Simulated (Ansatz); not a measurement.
# C₃H₁₁AsSi: reading failed and doubtful runs

Aim: try 3 inputs for C₃H₁₁AsSi as typed, read how each ends, and find what has to change.

Program: Ansatz 0.2.0, Gaussian basis. Level of theory: the settings change from run to run. These are calculated values, not measurements.

### Step 1. The relaxed structure

An earlier PBE0-D4 in a triple-zeta def2 set relaxation fixed the geometry.

SMILES `CC[As](C)[SiH3]`, 16 atoms, charge 0, spin multiplicity 1.

Atoms are counted from 1 here; the program's logs count them from 0.

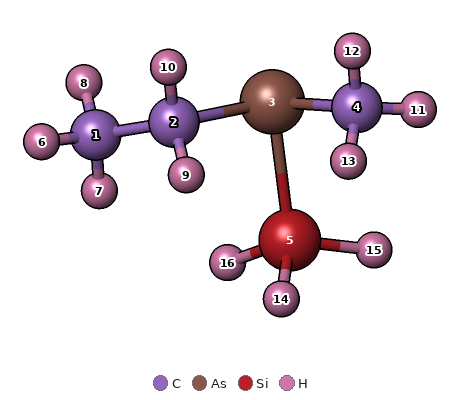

The geometry (carbon purple, arsenic brown, silicon red, hydrogen pink); atoms are numbered from 1 in the order of the file.

### Step 2. Attempt 1

Contents of in.yaml:

```yaml
crystal:
  periodic: [false, false, false]
  atoms:
    - {symbol: C, position_ang: [0.387143, 0.705390, -1.115216]}
    - {symbol: C, position_ang: [0.417468, -0.073445, -0.644699]}
    - {symbol: As, position_ang: [-0.620799, -0.381958, -0.119842]}
    - {symbol: C, position_ang: [-0.244385, -1.452945, 0.528791]}
    - {symbol: Si, position_ang: [-0.595550, 0.726819, 0.923244]}
    - {symbol: H, position_ang: [1.110092, 0.947047, -1.432202]}
    - {symbol: H, position_ang: [0.328759, 1.220875, -0.723636]}
    - {symbol: H, position_ang: [-0.108804, 0.812742, -1.561417]}
    - {symbol: H, position_ang: [0.890842, -0.061073, -0.191179]}
    - {symbol: H, position_ang: [0.631123, -0.676766, -1.042986]}
    - {symbol: H, position_ang: [-0.707073, -1.643522, 1.121677]}
    - {symbol: H, position_ang: [-0.171203, -1.753756, 0.128208]}
    - {symbol: H, position_ang: [0.364075, -1.110516, 0.845809]}
    - {symbol: H, position_ang: [0.309857, 0.716782, 1.495527]}
    - {symbol: H, position_ang: [-1.286053, 0.498651, 1.823209]}
    - {symbol: H, position_ang: [-0.680372, 1.447379, 0.625637]}
basis:
  gaussian: {orbitals: "6-31G*", fitting: {mean_field: cc-pVTZ-jkfit}}
hamiltonian: {xc: {name: RPBE}, dispersion: d3bjatm}
output: {forces: true}
```

The run is started by

```
ansatz run in.yaml --threads 4 --pin off --events-out ev --progress --plain --max-ram 11315MiB
```

Standard output, shortened:

```text
Functional definition: RPBE
  name "RPBE"
  cite "Hammer, Hansen & Nørskov, Phys. Rev. B 59, 7413 (1999) doi:10.1103/PhysRevB.59.7413"
  cite "Perdew, Burke & Ernzerhof, Phys. Rev. Lett. 77, 3865 (1996) doi:10.1103/PhysRevLett.77.3865"
[...]
895 factors; integrals over basis functions are off by at most 4.4e-2 eV
[...]
mean field -71842.73281840 eV, -2640.1717343229 hartree, gradient 4.8e-5 eV, S^2 0.000000; 0 other end points of the search recorded, 0 dependent functions left out
[...]
reference -71842.73285394 eV, -2640.1717356291 hartree; 38, 38 occupied and 83, 83 virtual orbitals, 895 factors
Total energy: -71846.75685232 eV, -2640.3196148420 hartree
Atom 0 at     0.387143     0.705390    -1.115216 Å, force    30.919905    31.576698   -51.975134 eV/Å
Atom 1 at     0.417468    -0.073445    -0.644699 Å, force    25.337368   -45.438323   -11.519477 eV/Å
Atom 2 at    -0.620799    -0.381958    -0.119842 Å, force   -98.093754   -17.707200   -22.726553 eV/Å
Atom 3 at    -0.244385    -1.452945     0.528791 Å, force   -15.410940    44.088178   118.226686 eV/Å
Atom 4 at    -0.595550     0.726819     0.923244 Å, force    -4.632876   -27.177180    48.031650 eV/Å
Atom 5 at     1.110092     0.947047    -1.432202 Å, force    17.843875     6.806522    -9.901045 eV/Å
Atom 6 at     0.328759     1.220875    -0.723636 Å, force    -6.419264    52.123143    36.660260 eV/Å
Atom 7 at    -0.108804     0.812742    -1.561417 Å, force   -39.406601     9.488603   -37.240491 eV/Å
Atom 8 at     0.890842    -0.061073    -0.191179 Å, force    45.084725     0.345059    41.604499 eV/Å
Atom 9 at     0.631123    -0.676766    -1.042986 Å, force    10.585100   -26.122272   -17.873003 eV/Å
Atom 10 at    -0.707073    -1.643522     1.121677 Å, force   -16.094793    -9.294425    20.919834 eV/Å
Atom 11 at    -0.171203    -1.753756     0.128208 Å, force    24.145577   -97.342602  -120.712291 eV/Å
Atom 12 at     0.364075    -1.110516     0.845809 Å, force    24.803801     8.524185    13.627496 eV/Å
Atom 13 at     0.309857     0.716782     1.495527 Å, force    18.784648    -0.532347    10.705432 eV/Å
Atom 14 at    -1.286053     0.498651     1.823209 Å, force    -8.608972    -2.082881    10.726971 eV/Å
Atom 15 at    -0.680372     1.447379     0.625637 Å, force    -8.837798    72.744842   -28.554833 eV/Å
Dipole moment:     0.554683    -0.212401    -0.102911 e Å
```

Wall time 1.7 s (4 threads of Arm Neoverse V2, shared host).

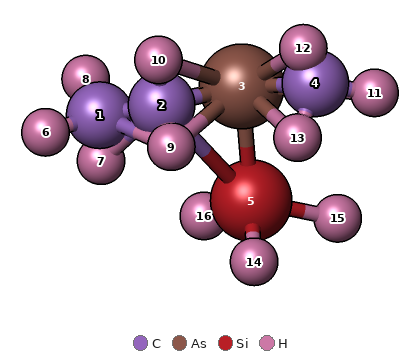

The geometry of this input.

**Diagnosis.** The run converged, but a converged run isn't a right one. The geometry is squeezed well below its size. The shortest distance is 0.51 Å (C4–H12), against 1.09 Å in the relaxed molecule. Its energy is no property of the relaxed molecule. To mend it, use the relaxed coordinates.

### Step 3. Attempt 2

Contents of in.yaml:

```yaml
crystal:
  periodic: [false, false, false]
  atoms:
    - {symbol: C, position_ang: [0.645238, 1.175650, -1.858694]}
    - {symbol: C, position_ang: [0.695780, -0.122408, -1.074499]}
    - {symbol: As, position_ang: [-1.034664, -0.545654, -0.199737]}
    - {symbol: C, position_ang: [-0.407308, -2.075636, 0.881318]}
    - {symbol: Si, position_ang: [-0.850786, 1.038313, 1.538741]}
    - {symbol: H, position_ang: [1.585846, 1.352924, -2.387004]}
    - {symbol: H, position_ang: [0.469656, 2.034792, -1.206060]}
    - {symbol: H, position_ang: [-0.155434, 1.161059, -2.602362]}
    - {symbol: H, position_ang: [1.484737, -0.101788, -0.318631]}
    - {symbol: H, position_ang: [0.901604, -0.966808, -1.738311]}
    - {symbol: H, position_ang: [-1.178455, -2.347888, 1.602395]}
    - {symbol: H, position_ang: [-0.244575, -2.922926, 0.213680]}
    - {symbol: H, position_ang: [0.520107, -1.850860, 1.409682]}
    - {symbol: H, position_ang: [0.516429, 1.023974, 2.136468]}
    - {symbol: H, position_ang: [-1.837218, 0.712359, 2.604584]}
    - {symbol: H, position_ang: [0.695238, 1.225650, -1.558694]}
basis:
  gaussian: {orbitals: def2-SVPD}
hamiltonian: {xc: {name: r2SCAN0}, dispersion: d3bjatm, pseudopotentials: {relativity: none}}
scf: {lower_state_search: off}
output: {forces: true}
```

Same command.

Standard output, shortened:

```text
Functional definition: r2SCAN0
  name "r2SCAN0"
  cite "Bursch, Neugebauer, Ehlert & Grimme, J. Chem. Phys. 156, 134105 (2022) doi:10.1063/5.0086040"
  cite "Furness, Kaplan, Ning, Perdew & Sun, J. Phys. Chem. Lett. 11, 8208 (2020) doi:10.1021/acs.jpclett.0c02405"
  cite "Furness, Kaplan, Ning, Perdew & Sun, J. Phys. Chem. Lett. 11, 9248 (2020) doi:10.1021/acs.jpclett.0c03077"
  parent r2scan
[...]
1886 factors; their error is unknown
[...]
mean field -71897.57287486 eV, -2642.1870692257 hartree, gradient 3.7e-6 eV, S^2 0.000000; 0 other end points of the search recorded, 0 dependent functions left out
[...]
reference -71897.57289032 eV, -2642.1870697941 hartree; 38, 38 occupied and 172, 172 virtual orbitals, 1886 factors
Total energy: -71897.72464104 eV, -2642.1926465300 hartree
Atom 0 at     0.645238     1.175650    -1.858694 Å, force   -93.999816   -97.495752  -582.317196 eV/Å
[...]
Atom 8 at     1.484737    -0.101788    -0.318631 Å, force     0.139437     0.619356    -0.170144 eV/Å
Atom 9 at     0.901604    -0.966808    -1.738311 Å, force     0.108101     0.243942    -0.250390 eV/Å
Atom 10 at    -1.178455    -2.347888     1.602395 Å, force    -0.133861     0.168906     0.016583 eV/Å
Atom 11 at    -0.244575    -2.922926     0.213680 Å, force     0.114867    -0.448594     0.066788 eV/Å
Atom 12 at     0.520107    -1.850860     1.409682 Å, force     0.036817     0.124306     0.090116 eV/Å
Atom 13 at     0.516429     1.023974     2.136468 Å, force     0.217772    -0.747760     0.197520 eV/Å
Atom 14 at    -1.837218     0.712359     2.604584 Å, force    -0.095530    -0.190913    -0.050018 eV/Å
Atom 15 at     0.695238     1.225650    -1.558694 Å, force    95.528790    96.891426   580.412835 eV/Å
Dipole moment:     0.942007    -0.184269    -1.497107 e Å
Checks for a lower state left out: stability, starts, cluster_reference, orbital_swaps, neighbouring_geometries, increment
```

Run time: 7.5 s. Hardware: 4 threads of Arm Neoverse V2, shared host; peak memory 0.74 GiB.

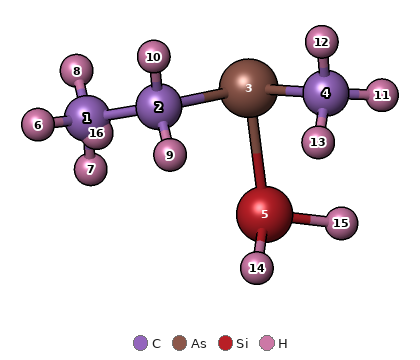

The geometry of this input.

**Diagnosis.** The run converged, but a converged run isn't a right one. One atom was put on top of another. The shortest distance is 0.31 Å (C1–H16), against 1.09 Å in the relaxed molecule. Its energy is no property of the relaxed molecule. Fix: restore the atom's position.

### Step 4. Attempt 3

Contents of in.yaml:

```yaml
crystal:
  periodic: [true, true, true]
  atoms:
    - {symbol: C, position_ang: [0.645238, 1.175650, -1.858694]}
    - {symbol: C, position_ang: [0.695780, -0.122408, -1.074499]}
    - {symbol: As, position_ang: [-1.034664, -0.545654, -0.199737]}
    - {symbol: C, position_ang: [-0.407308, -2.075636, 0.881318]}
    - {symbol: Si, position_ang: [-0.850786, 1.038313, 1.538741]}
    - {symbol: H, position_ang: [1.585846, 1.352924, -2.387004]}
    - {symbol: H, position_ang: [0.469656, 2.034792, -1.206060]}
    - {symbol: H, position_ang: [-0.155434, 1.161059, -2.602362]}
    - {symbol: H, position_ang: [1.484737, -0.101788, -0.318631]}
    - {symbol: H, position_ang: [0.901604, -0.966808, -1.738311]}
    - {symbol: H, position_ang: [-1.178455, -2.347888, 1.602395]}
    - {symbol: H, position_ang: [-0.244575, -2.922926, 0.213680]}
    - {symbol: H, position_ang: [0.520107, -1.850860, 1.409682]}
    - {symbol: H, position_ang: [0.516429, 1.023974, 2.136468]}
    - {symbol: H, position_ang: [-1.837218, 0.712359, 2.604584]}
    - {symbol: H, position_ang: [-1.133954, 2.412298, 1.042728]}
basis:
  gaussian: {orbitals: x2c-TZVPPall, fitting: {mean_field: def2-universal-jkfit}}
hamiltonian: {xc: {name: SPW92}}
output: {forces: true}
```

Same command.

Standard output:

```text
Error: YAML parse error: error: line 2 column 3: crystal: missing field `lattice` (a structure is typed as `lattice` and `atoms`, a molecule's as `atoms` in Å alone, or read from a run's directory, `checkpoint`)
 --> <input>:2:3
  |
1 | crystal:
2 |   periodic: [true, true, true]
  |   ^ crystal: missing field `lattice` (a structure is typed as `lattice` and `atoms`, a molecule's as `atoms` in Å alone, or read from a run's directory, `checkpoint`)
3 |   atoms:
4 |     - {symbol: C, position_ang: [0.645238, 1.175650, -1.858694]}
  |
```

Wall time 0.05 s (4 threads of Arm Neoverse V2, shared host).

What is wrong: Refused before any calculation. The molecule is marked periodic without a cell. To mend it, set periodic to false, or give a lattice.

### Step 5. How the tries ended

```csv
attempt,level,ended,cause,time
1,RPBE/6-31G*,converged,the geometry is squeezed well below its size,1.7 s
2,r2SCAN0/def2-SVPD,converged,one atom was put on top of another,7.5 s
3,SPW92/x2c-TZVPPall,refused,the molecule is marked periodic without a cell,0.05 s
```

In words: 2 converged, 1 refused. A refusal costs next to no computing time. The dangerous case is the input that converges on a wrong geometry, charge, spin, basis or grid: often only a look at the input shows it.
